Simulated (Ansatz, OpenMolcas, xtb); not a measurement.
How methods differ on SiH3OF (SMILES O[SiH2]F)

SiH3OF: 6 atoms, total charge 0, spin state singlet. SMILES: `O[SiH2]F`. Geometry: relaxed at PBE0-D4/def2-TZVP. This is one conformer, not always the lowest.

```xyz
6

O    -0.8535   -0.2092   -0.9241
Si    0.3783   -0.0093    0.1239
F     0.1808   -0.9228    1.4178
H    -1.7142    0.1502   -0.7056
H     1.5956   -0.4585   -0.5758
H     0.4551    1.3856    0.6176
```

Each level gives the HOMO–LUMO gap (eV). The values are calculated.

```tsv
level	kind	program	value (eV)	CPU time
GFN2-xTB	semi-empirical	xtb	6.91	under 2 s
HF/aug-cc-pVDZ	Hartree–Fock	Ansatz	13.95	3.5 s
SVWN5/aug-cc-pVDZ	LDA	OpenMolcas	6.78	28 s
BLYP/aug-cc-pVDZ	GGA	OpenMolcas	6.73	40 s
M06-L/aug-cc-pVDZ	meta-GGA	OpenMolcas	7.64	55 s
TPSS/aug-cc-pVDZ	meta-GGA	OpenMolcas	7.19	50 s
B3LYP/aug-cc-pVDZ	global hybrid	OpenMolcas	8.49	34 s
wB97X/aug-cc-pVDZ	range-separated hybrid	Ansatz	12.91	26 s
B2PLYP/aug-cc-pVDZ	double hybrid	OpenMolcas	10.92	27 s
```

The values span 6.73 to 13.95 eV. Orbital gaps aren't excitation energies, and those of double hybrids come from the SCF part alone; they tend to grow with the share of exact exchange. CPU times are rough (shared hosts, several kinds of processor and program).

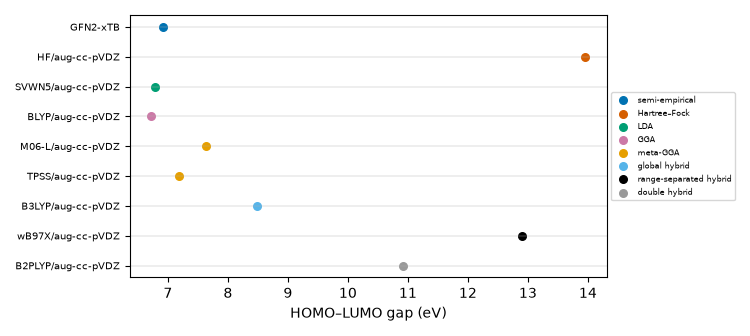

The values of the table, level by level.
